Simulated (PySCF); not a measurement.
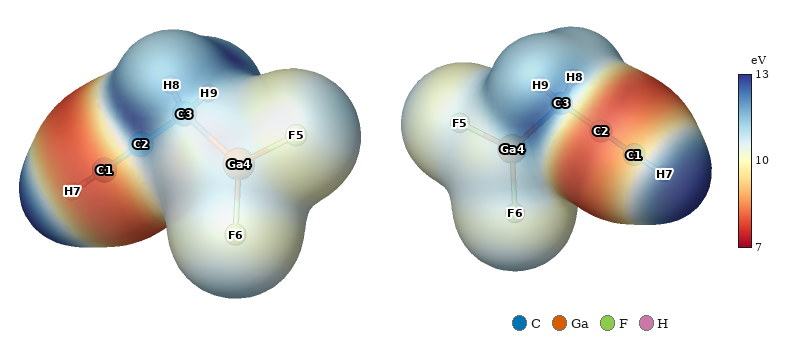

C$_{3}$H$_{3}$F$_{2}$Ga, SMILES `C#C[CH2][Ga]([F])[F]`. Average local ionisation energy on the surface of electron density 0.001 a.u. (back view left, front view right).

Level of theory: PBE/def2-SVP (PySCF), at a geometry from GFN2-xTB. No frequency check shows the geometry to be a minimum. GFN2-xTB bond lengths at metals and heavier atoms can be off by up to 0.1 Å and shapes distorted, which carries into these values.

### Where are the most loosely bound electrons on this surface?

The lowest value is 7.8 eV, off the C1–C2 bond (2.1 to 2.2 Å from its atoms). Further minima include 10.0 eV, 1.7 Å from F5; 10.0 eV, 1.7 Å from F5; 10.4 eV, over Ga4, off the plane of its three bonds (2.0 Å). For comparison, the highest occupied orbital lies at −6.5 eV.
